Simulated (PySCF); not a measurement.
# C2HF (fluoroacetylene): BLYP/cc-pVTZ

What is the energy change on altering one bond length of C2HF (fluoroacetylene) at BLYP/cc-pVTZ? The job is set up through a Python script.

The results are computed with PySCF 2.14.0.

1 further run of the same task is left out (set aside as unsound or not needed).

## (1) The system as given

The species is C2HF (4 atoms), meant as a singlet with charge 0. As SMILES, `C#CF`. The shape is that of a PBE0-D4/def2-TZVP optimisation.

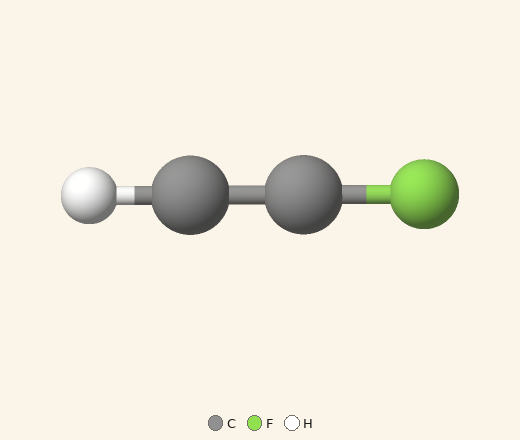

The structure, seen from a chosen angle (carbon grey, fluorine green, hydrogen white).

## (2) A single-point energy at BLYP/cc-pVTZ

Input file calc.py:

```python
# C#CF
from pyscf import gto, dft

mol = gto.M(
    atom='''
C   -0.361030   0.453110  -0.290220
C    0.303270  -0.380840   0.243810
F    1.010600  -1.269010   0.812300
H   -0.952830   1.196740  -0.765890
''',
    verbose=4,
    max_memory=1860,
    basis='cc-pvtz',
)

mf = dft.RKS(mol)
mf.xc = 'blyp'
mf.grids.level = 5
mf.conv_tol = 1e-10
mf.kernel()
if not mf.converged:
    mf = mf.newton().run(mf.mo_coeff, mf.mo_occ)

e_final = mf.e_tot
print('E(%s) = %.9f' % ('BLYP', e_final))
```

Run with:

```bash
$ OMP_NUM_THREADS=1 python calc.py
```

The log of the run:

```text
PySCF version 2.14.0

[INPUT] num. atoms = 4
[INPUT] num. electrons = 22
[INPUT] charge = 0
[INPUT] spin (= nelec alpha-beta = 2S) = 0
[INPUT] symmetry False subgroup None
[INPUT] Mole.unit = angstrom
[INPUT] Symbol           X                Y                Z      unit          X                Y                Z       unit  Magmom
[INPUT]  1 C     -0.361030000000   0.453110000000  -0.290220000000 AA   -0.682247822752   0.856253804302  -0.548436315871 Bohr   0.0
[INPUT]  2 C      0.303270000000  -0.380840000000   0.243810000000 AA    0.573097241797  -0.719683297279   0.460734126430 Bohr   0.0
[INPUT]  3 F      1.010600000000  -1.269010000000   0.812300000000 AA    1.909757221485  -2.398081349334   1.535024530984 Bohr   0.0
[INPUT]  4 H     -0.952830000000   1.196740000000  -0.765890000000 AA   -1.800587743269   2.261510842312  -1.447322341543 Bohr   0.0

[... 62 lines left out ...]
converged SCF energy = -176.5839155525
E(BLYP) = -176.583915552
```

Wall time 11 s (1 thread of Arm Neoverse V1, shared host); peak memory 0.51 GiB.

## (3) The distorted shape

Input file run.py:

```python
from pyscf import gto, dft

mol = gto.Mole()
mol.atom = '''
C      0.659771    -0.830070     0.530236
C      1.915116    -2.406007     1.539407
F      3.251776    -4.084405     2.613697
H     -1.800588     2.261511    -1.447322
'''
mol.basis = 'cc-pvtz'
mol.max_memory = 1860
mol.verbose = 3
mol.unit = 'bohr'
mol.build()

mf = dft.RKS(mol, xc='blyp')
mf.conv_tol = 1e-10
mf.grids.level = 5
mf.kernel()
if not mf.converged:
    mf = mf.newton().run(mf.mo_coeff, mf.mo_occ)

energy = mf.e_tot
print(f'total energy: {energy:.8f} hartree')
```

Run with:

```bash
$ OMP_NUM_THREADS=1 python run.py
```

The log of the run:

```text
converged SCF energy = -176.382673595381
total energy: -176.38267360 hartree
```

Wall time 13 s (1 thread of Arm Neoverse V1, shared host); peak memory 0.51 GiB.

## (4) What came out

Level: BLYP/cc-pVTZ.

```
                                                         quantity          value
                                        first shape: total energy  -176.58392 Eh
                                       first shape: dipole moment         0.39 D
                                         first shape: HOMO energy       -6.76 eV
                                         first shape: LUMO energy        0.43 eV
                                       first shape: HOMO–LUMO gap        7.19 eV
                                    distorted shape: total energy  -176.38267 Eh
                                   distorted shape: dipole moment         1.43 D
                                     distorted shape: HOMO energy       -6.59 eV
                                     distorted shape: LUMO energy       -6.16 eV
                                   distorted shape: HOMO–LUMO gap        0.43 eV
energy change with the C1–H4 bond stretched from 1.063 to 2.338 Å       5.476 eV
```

In words: One bond (distorted shape) is far stretched, which a spin-restricted single reference describes badly; a broken-symmetry solution may lie lower. With the C1–H4 bond stretched from 1.063 to 2.338 Å the energy rises by 5.48 eV (528 kJ/mol). The first shape isn't relaxed at this level, so the change isn't measured from a minimum. A restricted reference can't describe the breaking bond well at this length.
